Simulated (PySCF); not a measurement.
# Run report: C$_{3}$H$_{7}$AlFN, geometry relaxation

System: C$_{3}$H$_{7}$AlFN.
Method: PBE0-D3(BJ)/def2-SVP geometry optimisation, gas phase (PySCF 2.14.0).

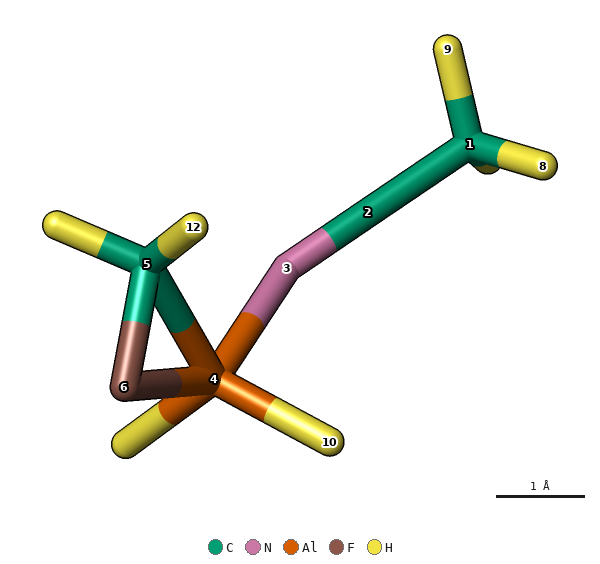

*The input geometry (stick view, seen at a tilt; atoms are numbered from 1 in the order of the input). Sticks mark near contacts.*

### Input
```
{"job": {"xc": "PBE0", "basis": "def2-SVP", "d3": "d3bj", "grid": 1, "shake": 0.01, "kind": "geom"}, "charge": 0, "multiplicity": 1}
C      2.883560    -0.046560    -0.122730
C      1.517400    -0.015060    -0.611990
N      0.428690     0.008140    -1.019860
Al    -1.425840    -0.597220    -0.906290
C     -2.130830     0.820880     0.344830
F     -3.159880    -0.175740    -0.017720
H      3.559400    -0.244570    -0.943280
H      2.973260    -0.780580     0.638460
H      3.104150     0.957840     0.318310
H     -1.129180    -1.979880    -0.233510
H     -1.883670    -0.534410    -2.383500
H     -2.114220     0.785360     1.455580
H     -2.617020     1.784900     0.050410
```

The first line tells a small driver script what to run in PySCF; the rest is the geometry in Å.

Run on 1 CPU thread, shared host.

Run as:
```bash
OMP_NUM_THREADS=1 python <driver script> task.json out
```

### The program's output
```
step   0  E = -514.80758162  max force = 0.044083
step   1  E = -514.81628658  max force = 0.011819
step   2  E = -514.81897574  max force = 0.008254
step   3  E = -514.82159662  max force = 0.009290
step   4  E = -514.82255696  max force = 0.011543
step   5  E = -514.82415531  max force = 0.012828
step   6  E = -514.82363199  max force = 0.018805
step   7  E = -514.82597375  max force = 0.008651
step   8  E = -514.82757882  max force = 0.006586
step   9  E = -514.82886668  max force = 0.007733
step  10  E = -514.82931605  max force = 0.004554
step  11  E = -514.82958639  max force = 0.001999
step  12  E = -514.82965941  max force = 0.001864
step  13  E = -514.82972967  max force = 0.000723
step  14  E = -514.82973880  max force = 0.000532
step  15  E = -514.82974206  max force = 0.000508
step  16  E = -514.82974267  max force = 0.000563
step  17  E = -514.82974118  max force = 0.000772
step  18  E = -514.82974788  max force = 0.000565
step  19  E = -514.82975384  max force = 0.000329
optimisation converged
```

### Trajectory as extended XYZ (Å, eV, eV/Å), 17 of the 20 frames kept, from step=0 to step=19
```
13
Properties=species:S:1:pos:R:3:forces:R:3 step=0 energy=-14008.62783
C     2.8836   -0.0466   -0.1227   -0.8084   1.9069  -0.3294
C     1.5174   -0.0151   -0.6120   -0.7511   0.0955  -0.6375
N     0.4287    0.0081   -1.0199    2.2669  -0.1783   0.6050
Al   -1.4258   -0.5972   -0.9063   -0.6694   0.6287   0.4521
C    -2.1308    0.8209    0.3448   -0.5784   0.3071   0.0608
F    -3.1599   -0.1757   -0.0177   -0.9413  -0.4125   0.1759
H     3.5594   -0.2446   -0.9433    0.4417  -0.1448  -0.4172
H     2.9733   -0.7806    0.6385    0.1636  -1.0582   0.9773
H     3.1042    0.9578    0.3183    0.0325  -0.5567  -0.2432
H    -1.1292   -1.9799   -0.2335    0.1688  -0.3968   0.2650
H    -1.8837   -0.5344   -2.3835   -0.1783   0.1114  -0.6555
H    -2.1142    0.7854    1.4556    0.2722   0.0384  -0.3202
H    -2.6170    1.7849    0.0504    0.5812  -0.3407   0.0669
13
Properties=species:S:1:pos:R:3:forces:R:3 step=1 energy=-14008.86470
C     2.9675   -0.0330   -0.1598   -0.1983   0.3366   0.0618
C     1.5902   -0.0229   -0.6030    0.0420   0.0919  -0.1650
N     0.4893   -0.0228   -0.9471    0.5316  -0.1963   0.1974
Al   -1.4645   -0.5721   -0.8627   -0.2325   0.4061   0.1650
C    -2.2370    0.8145    0.3608   -0.6078  -0.2841  -0.1830
F    -3.2773   -0.1793   -0.0457   -0.4514  -0.0991   0.1646
H     3.6308   -0.2583   -1.0024    0.0913  -0.0661  -0.0525
H     3.0847   -0.7830    0.6314    0.0611  -0.1132   0.0326
H     3.2209    0.9590    0.2501    0.0288  -0.1016  -0.0465
H    -1.1825   -1.9777   -0.1813    0.0959  -0.1227   0.1133
H    -1.8672   -0.4772   -2.3849   -0.0065   0.0835  -0.2272
H    -2.2574    0.7632    1.4617    0.2758   0.0502  -0.0467
H    -2.6914    1.7726    0.0517    0.3699   0.0147  -0.0139
13
Properties=species:S:1:pos:R:3:forces:R:3 step=2 energy=-14008.93788
C     2.9968   -0.0263   -0.1699   -0.0566   0.0576   0.0118
C     1.6106   -0.0350   -0.5825    0.0210   0.1225  -0.1390
N     0.5033   -0.0442   -0.9048    0.3067  -0.1928   0.1882
Al   -1.4921   -0.5644   -0.8462   -0.0019   0.1838  -0.0392
C    -2.2869    0.8022    0.3580   -0.4009  -0.4244  -0.1951
F    -3.3415   -0.1763   -0.0574   -0.2803   0.1686   0.2335
H     3.6455   -0.2596   -1.0255    0.0137  -0.0213  -0.0011
H     3.1446   -0.7765    0.6200    0.0256  -0.0252  -0.0109
H     3.2610    0.9653    0.2251    0.0085  -0.0023  -0.0083
H    -1.2168   -1.9819   -0.1575    0.0388   0.0137   0.0191
H    -1.8559   -0.4441   -2.3926    0.0392   0.0441  -0.0163
H    -2.2798    0.7442    1.4571    0.1359   0.0433  -0.0216
H    -2.6829    1.7797    0.0449    0.1505   0.0325  -0.0210
13
Properties=species:S:1:pos:R:3:forces:R:3 step=4 energy=-14009.03533
C     3.1021   -0.0271   -0.2168    0.1057  -0.1555  -0.0344
C     1.6849   -0.0977   -0.4952   -0.0029   0.0836  -0.0913
N     0.5569   -0.1498   -0.7257   -0.1964  -0.0416   0.1513
Al   -1.5463   -0.5410   -0.7859    0.5936  -0.2006  -0.2504
C    -2.4526    0.7685    0.3462   -0.0952  -0.2415  -0.0669
F    -3.5450   -0.1066   -0.1082   -0.0987   0.3239   0.1923
H     3.6741   -0.2403   -1.1331   -0.0412   0.0329   0.0201
H     3.3715   -0.7772    0.5428   -0.0336   0.0515  -0.0051
H     3.3700    0.9729    0.1489   -0.0125   0.0376   0.0201
H    -1.3448   -1.9789   -0.1028   -0.0683   0.0436  -0.0603
H    -1.7381   -0.3381   -2.3623   -0.0078  -0.0318   0.0851
H    -2.4377    0.7098    1.4430   -0.0417   0.0412   0.0422
H    -2.6890    1.7883    0.0179   -0.1010   0.0566  -0.0027
13
Properties=species:S:1:pos:R:3:forces:R:3 step=5 energy=-14009.07882
C     3.1526   -0.0328   -0.2466    0.0097  -0.0135  -0.0160
C     1.7213   -0.1634   -0.4156    0.0340  -0.0056  -0.0784
N     0.5847   -0.2690   -0.5710   -0.3617   0.0816   0.0904
Al   -1.5464   -0.5581   -0.7483    0.6597  -0.1282  -0.0277
C    -2.5241    0.7694    0.3214    0.1053   0.0319   0.0133
F    -3.6552    0.0183   -0.1557   -0.3043   0.0646   0.0386
H     3.6485   -0.1097   -1.2252   -0.0096   0.0056   0.0049
H     3.5299   -0.8310    0.4083   -0.0152   0.0025   0.0128
H     3.3890    0.9437    0.1991    0.0007   0.0022   0.0101
H    -1.4771   -2.0083   -0.0809   -0.0762  -0.0228  -0.0512
H    -1.6137   -0.3249   -2.3245   -0.0354  -0.0325  -0.0125
H    -2.5511    0.7383    1.4214    0.0118   0.0047   0.0147
H    -2.6525    1.8104   -0.0135   -0.0187   0.0096   0.0010
13
Properties=species:S:1:pos:R:3:forces:R:3 step=6 energy=-14009.06458
C     3.1584   -0.0236   -0.2651    0.5816   0.0535  -0.0972
C     1.7233   -0.2124   -0.3595   -0.1330  -0.1425  -0.1389
N     0.5839   -0.3711   -0.4576   -0.1017   0.2045   0.0568
Al   -1.5373   -0.6037   -0.7132    0.5612  -0.1017   0.0939
C    -2.5321    0.7854    0.2838    0.1142   0.1715  -0.0068
F    -3.7177    0.1350   -0.1729   -0.2579   0.0541   0.0217
H     3.5852    0.1606   -1.2982   -0.3709  -0.1697   0.9670
H     3.6359   -0.9424    0.1835   -0.3593   0.7810  -0.3588
H     3.3565    0.8687    0.3872   -0.0031  -0.6214  -0.4384
H    -1.5881   -2.0509   -0.0368   -0.0526  -0.0067  -0.0557
H    -1.5315   -0.3953   -2.2938   -0.0218  -0.0329  -0.0425
H    -2.5650    0.7999    1.3870    0.0291  -0.0225  -0.0426
H    -2.5655    1.8329   -0.0757    0.0143  -0.1674   0.0414
13
Properties=species:S:1:pos:R:3:forces:R:3 step=7 energy=-14009.12831
C     3.1451   -0.0142   -0.2606    0.0927   0.0272  -0.0011
C     1.7141   -0.2087   -0.3611    0.0007  -0.0803  -0.0591
N     0.5777   -0.3727   -0.4595   -0.3159   0.1470   0.0239
Al   -1.5243   -0.6215   -0.7272    0.4449   0.0451   0.1433
C    -2.5180    0.7742    0.2850   -0.0646  -0.0336  -0.0927
F    -3.7401    0.1781   -0.1518   -0.1174   0.0490   0.0479
H     3.5715    0.1248   -1.2716   -0.0684  -0.0458   0.2052
H     3.6118   -0.8926    0.2212   -0.0771   0.1607  -0.1015
H     3.3510    0.8854    0.3445    0.0083  -0.1195  -0.0722
H    -1.5923   -2.0735   -0.0705   -0.0414  -0.0442  -0.0322
H    -1.5201   -0.4044   -2.3062   -0.0202  -0.0301  -0.0558
H    -2.5380    0.7854    1.3879    0.0731  -0.0371  -0.0005
H    -2.5323    1.8228   -0.0613    0.0854  -0.0385  -0.0052
13
Properties=species:S:1:pos:R:3:forces:R:3 step=8 energy=-14009.17198
C     3.1048    0.0141   -0.2552   -0.2093   0.0367   0.0833
C     1.6800   -0.2169   -0.3409    0.0701  -0.0560   0.0168
N     0.5481   -0.4131   -0.4190   -0.3386   0.1201  -0.0306
Al   -1.5064   -0.6752   -0.7335    0.2519   0.0708   0.1154
C    -2.4804    0.7586    0.2603   -0.1790  -0.0805  -0.0753
F    -3.7734    0.3001   -0.1128    0.0570   0.0828   0.0611
H     3.5010    0.2313   -1.2494    0.1030   0.0198  -0.2370
H     3.6007   -0.8703    0.1534    0.0944  -0.1871   0.0518
H     3.3052    0.8675    0.4003    0.0101   0.1355   0.1072
H    -1.6451   -2.1297   -0.0950   -0.0087  -0.0603  -0.0119
H    -1.4795   -0.4709   -2.3164   -0.0040  -0.0321  -0.0543
H    -2.4505    0.7839    1.3637    0.0710  -0.0540   0.0101
H    -2.3984    1.8034   -0.0866    0.0821   0.0043  -0.0365
13
Properties=species:S:1:pos:R:3:forces:R:3 step=10 energy=-14009.21925
C     2.9833    0.0729   -0.2185   -0.1044  -0.0180   0.0035
C     1.5718   -0.2073   -0.3404    0.0133  -0.0157   0.1008
N     0.4480   -0.4422   -0.4302    0.1243   0.0477  -0.0574
Al   -1.5062   -0.7829   -0.7739   -0.2131   0.0003  -0.0588
C    -2.3516    0.7383    0.2204   -0.2342  -0.0935  -0.0327
F    -3.7376    0.5585    0.0386    0.1862   0.0466   0.0399
H     3.3708    0.4406   -1.1732    0.0609   0.0726  -0.1705
H     3.5166   -0.8434    0.0537    0.0821  -0.1518   0.0474
H     3.1538    0.8297    0.5551   -0.0112   0.0967   0.0949
H    -1.6961   -2.2404   -0.1399    0.0365   0.0013   0.0198
H    -1.4905   -0.6431   -2.3728    0.0074  -0.0103   0.0159
H    -2.1606    0.7576    1.3099    0.0231  -0.0046   0.0105
H    -2.0958    1.7444   -0.1601    0.0291   0.0287  -0.0133
13
Properties=species:S:1:pos:R:3:forces:R:3 step=11 energy=-14009.22661
C     2.9699    0.0806   -0.2083    0.0785  -0.0050  -0.0362
C     1.5604   -0.2037   -0.3499   -0.0219  -0.0240   0.0580
N     0.4373   -0.4369   -0.4574    0.1028   0.0333  -0.0588
Al   -1.5294   -0.7930   -0.7915   -0.0704  -0.0720  -0.0586
C    -2.3370    0.7328    0.2166    0.0311  -0.0266  -0.0115
F    -3.7236    0.5915    0.0912   -0.0422   0.0399   0.0122
H     3.3684    0.4709   -1.1589   -0.0357  -0.0234   0.0765
H     3.5097   -0.8430    0.0563   -0.0402   0.0705  -0.0082
H     3.1208    0.8301    0.5837    0.0021  -0.0329  -0.0314
H    -1.6887   -2.2475   -0.1391    0.0233   0.0081   0.0068
H    -1.5333   -0.6714   -2.3920    0.0059  -0.0036   0.0221
H    -2.0918    0.7437    1.2960   -0.0104   0.0173   0.0123
H    -2.0569    1.7287   -0.1777   -0.0227   0.0185   0.0169
13
Properties=species:S:1:pos:R:3:forces:R:3 step=12 energy=-14009.22860
C     2.9682    0.0821   -0.1969    0.0782  -0.0070  -0.0333
C     1.5591   -0.1905   -0.3654   -0.0354  -0.0103   0.0361
N     0.4362   -0.4130   -0.4966    0.0959   0.0064  -0.0387
Al   -1.5360   -0.7931   -0.8089   -0.0037  -0.0233  -0.0154
C    -2.3315    0.7291    0.2195   -0.0701  -0.0456  -0.0468
F    -3.7216    0.5759    0.1186    0.0000   0.0352   0.0178
H     3.3924    0.4484   -1.1461   -0.0393  -0.0178   0.0836
H     3.4916   -0.8421    0.0970   -0.0407   0.0752  -0.0054
H     3.1096    0.8458    0.5840    0.0017  -0.0470  -0.0441
H    -1.6529   -2.2476   -0.1461    0.0074   0.0144   0.0029
H    -1.5655   -0.6796   -2.4085   -0.0063   0.0025   0.0181
H    -2.0698    0.7368    1.2955    0.0031   0.0245  -0.0073
H    -2.0738    1.7306   -0.1771    0.0092  -0.0071   0.0326
13
Properties=species:S:1:pos:R:3:forces:R:3 step=13 energy=-14009.23051
C     2.9640    0.0882   -0.1835    0.0188  -0.0012  -0.0126
C     1.5567   -0.1856   -0.3683   -0.0119   0.0026   0.0173
N     0.4360   -0.4072   -0.5169    0.0268  -0.0014  -0.0231
Al   -1.5416   -0.8029   -0.8249    0.0004   0.0108   0.0293
C    -2.3341    0.7218    0.2115   -0.0163  -0.0224  -0.0372
F    -3.7273    0.6005    0.1419    0.0220   0.0064   0.0091
H     3.3972    0.4551   -1.1264   -0.0130  -0.0075   0.0309
H     3.4843   -0.8333    0.1183   -0.0140   0.0271  -0.0008
H     3.0957    0.8520    0.5972    0.0011  -0.0195  -0.0154
H    -1.6348   -2.2551   -0.1540    0.0034   0.0072   0.0014
H    -1.5810   -0.6980   -2.4231   -0.0035   0.0063  -0.0011
H    -2.0462    0.7271    1.2813   -0.0157   0.0008  -0.0042
H    -2.0628    1.7203   -0.1844    0.0020  -0.0093   0.0064
13
Properties=species:S:1:pos:R:3:forces:R:3 step=14 energy=-14009.23076
C     2.9676    0.0889   -0.1776   -0.0079   0.0010  -0.0017
C     1.5604   -0.1805   -0.3684    0.0021   0.0040   0.0072
N     0.4403   -0.3993   -0.5245   -0.0170  -0.0032  -0.0124
Al   -1.5404   -0.8010   -0.8288    0.0274   0.0049   0.0201
C    -2.3414    0.7173    0.2074   -0.0129  -0.0050  -0.0069
F    -3.7336    0.5907    0.1378    0.0029  -0.0003  -0.0063
H     3.4076    0.4448   -1.1202    0.0031   0.0017  -0.0035
H     3.4816   -0.8305    0.1370    0.0023  -0.0046   0.0043
H     3.0984    0.8592    0.5958    0.0003   0.0025   0.0058
H    -1.6208   -2.2523   -0.1554    0.0001  -0.0010  -0.0001
H    -1.5832   -0.6950   -2.4264   -0.0045   0.0023  -0.0044
H    -2.0564    0.7231    1.2779   -0.0006  -0.0015  -0.0015
H    -2.0741    1.7176   -0.1858    0.0046  -0.0009  -0.0005
13
Properties=species:S:1:pos:R:3:forces:R:3 step=15 energy=-14009.23085
C     2.9692    0.0913   -0.1711   -0.0151   0.0018   0.0047
C     1.5622   -0.1753   -0.3662    0.0058   0.0023   0.0010
N     0.4428   -0.3935   -0.5272   -0.0261  -0.0022  -0.0030
Al   -1.5365   -0.8012   -0.8308    0.0246   0.0013   0.0043
C    -2.3469    0.7133    0.2020   -0.0134   0.0032   0.0059
F    -3.7385    0.5827    0.1265    0.0043  -0.0032  -0.0096
H     3.4136    0.4420   -1.1129    0.0095   0.0060  -0.0171
H     3.4792   -0.8279    0.1495    0.0087  -0.0168   0.0063
H     3.0995    0.8639    0.5996   -0.0008   0.0116   0.0130
H    -1.6106   -2.2524   -0.1566    0.0004  -0.0036   0.0001
H    -1.5801   -0.6946   -2.4285   -0.0038  -0.0013  -0.0029
H    -2.0669    0.7200    1.2737    0.0008  -0.0017   0.0008
H    -2.0810    1.7146   -0.1895    0.0053   0.0026  -0.0036
13
Properties=species:S:1:pos:R:3:forces:R:3 step=17 energy=-14009.23082
C     2.9723    0.1113   -0.1272   -0.0086   0.0024   0.0181
C     1.5684   -0.1503   -0.3475    0.0085  -0.0052  -0.0221
N     0.4531   -0.3700   -0.5327   -0.0111   0.0036   0.0315
Al   -1.5123   -0.8093   -0.8446   -0.0171  -0.0052  -0.0397
C    -2.3708    0.6920    0.1659    0.0138   0.0193   0.0305
F    -3.7567    0.5429    0.0457   -0.0054  -0.0073  -0.0105
H     3.4375    0.4501   -1.0633    0.0091   0.0069  -0.0165
H     3.4695   -0.8081    0.2127    0.0089  -0.0148   0.0023
H     3.0927    0.8896    0.6393   -0.0039   0.0155   0.0096
H    -1.5629   -2.2594   -0.1657    0.0029  -0.0052   0.0003
H    -1.5541   -0.7054   -2.4432    0.0013  -0.0117   0.0029
H    -2.1256    0.7028    1.2461    0.0000  -0.0028   0.0007
H    -2.1052    1.6968   -0.2166    0.0017   0.0045  -0.0072
13
Properties=species:S:1:pos:R:3:forces:R:3 step=18 energy=-14009.23100
C     2.9705    0.1132   -0.1254   -0.0022   0.0003   0.0127
C     1.5673   -0.1515   -0.3472    0.0025  -0.0021  -0.0176
N     0.4521   -0.3724   -0.5323    0.0009   0.0011   0.0258
Al   -1.5130   -0.8111   -0.8465   -0.0162  -0.0026  -0.0291
C    -2.3679    0.6920    0.1654    0.0144   0.0109   0.0179
F    -3.7541    0.5447    0.0445   -0.0027  -0.0026  -0.0059
H     3.4362    0.4527   -1.0615    0.0035   0.0045  -0.0052
H     3.4696   -0.8054    0.2150    0.0040  -0.0054   0.0010
H     3.0880    0.8922    0.6413   -0.0035   0.0082   0.0028
H    -1.5656   -2.2615   -0.1678    0.0026  -0.0024   0.0000
H    -1.5543   -0.7082   -2.4450    0.0013  -0.0090   0.0024
H    -2.1224    0.7018    1.2455   -0.0030  -0.0024  -0.0005
H    -2.1003    1.6964   -0.2173   -0.0018   0.0015  -0.0043
13
Properties=species:S:1:pos:R:3:forces:R:3 step=19 energy=-14009.23117
C     2.9682    0.1158   -0.1233    0.0025  -0.0035   0.0071
C     1.5661   -0.1535   -0.3467   -0.0002   0.0025  -0.0109
N     0.4511   -0.3763   -0.5312    0.0068  -0.0027   0.0169
Al   -1.5141   -0.8137   -0.8489   -0.0132   0.0006  -0.0162
C    -2.3641    0.6918    0.1646    0.0128   0.0044   0.0067
F    -3.7507    0.5482    0.0434   -0.0035  -0.0007  -0.0029
H     3.4342    0.4563   -1.0592   -0.0010   0.0031   0.0040
H     3.4701   -0.8011    0.2180    0.0000   0.0024   0.0000
H     3.0818    0.8958    0.6433   -0.0025   0.0029  -0.0025
H    -1.5701   -2.2644   -0.1707    0.0024  -0.0002   0.0001
H    -1.5542   -0.7118   -2.4473    0.0016  -0.0056   0.0010
H    -2.1185    0.7001    1.2447   -0.0033  -0.0025  -0.0010
H    -2.0938    1.6957   -0.2178   -0.0023  -0.0007  -0.0024
```

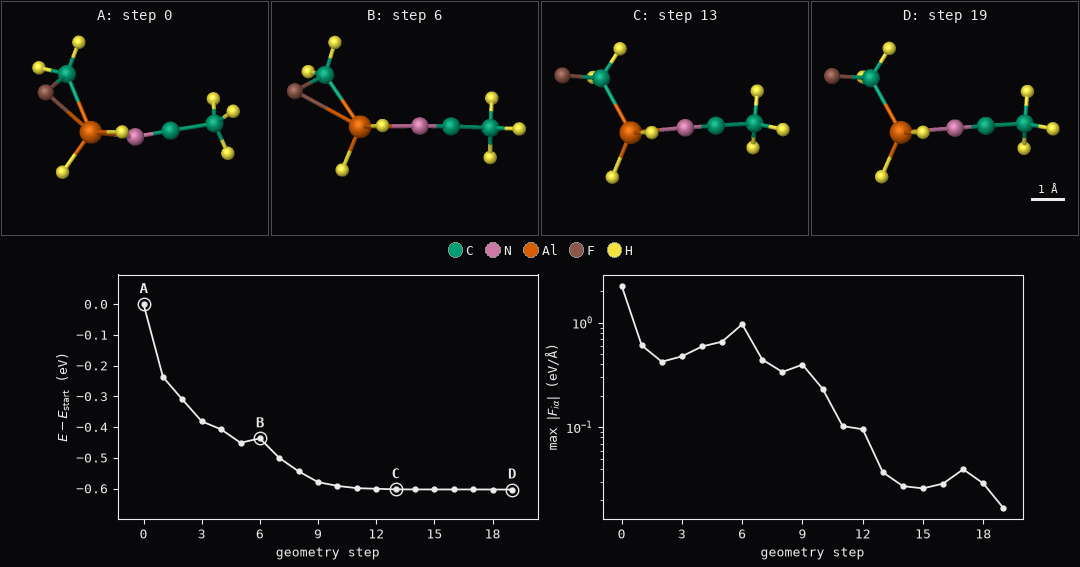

*Frames of the relaxation (ball-and-stick view, seen at a tilt) above the curves, on which the letters mark them (steps are counted from 0).*

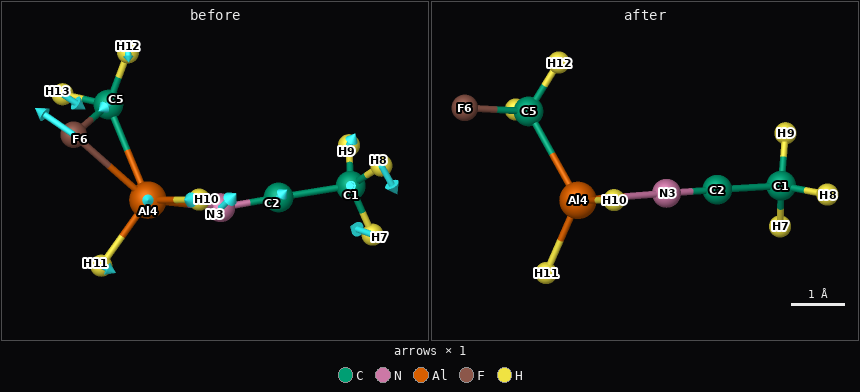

*Before (left) and after (right) the relaxation, at one scale (ball-and-stick view, seen at a tilt). The teal arrows give the displacements, at true length.*

The atom that moves furthest after the best rigid fit is F6 (0.95 Å). By element the largest moves are F 0.95 Å, H 0.74 Å, N 0.61 Å, C 0.29 Å, Al 0.23 Å. Among the contacts that change: Al4–F6 1.994 → 2.767 Å, N3–Al4 1.954 → 2.038 Å, C5–F6 1.478 → 1.399 Å, Al4–H11 1.548 → 1.602 Å. Bonds break: Al4–F6 (1.99 → 2.77 Å). Among the angles that change: Al4–C5–F6 67.5° → 107.4°, C2–N3–Al4 149.5° → 178.7°, Al4–C5–H12 126.3° → 113.9°. The energy falls by 0.603 eV in 19 geometry steps. The largest force component goes from 2.3 to 0.017 eV/Å. (Atoms are counted from 1 in the order of the input.)

### Summary

| quantity | value |
| --- | --- |
| outcome | converged |
| total energy | −514.829754 hartree |
| dipole moment | 10.16 D |
| point group | C1 |
| wall time | 1.9 min |
| peak memory | 0.5 GiB |
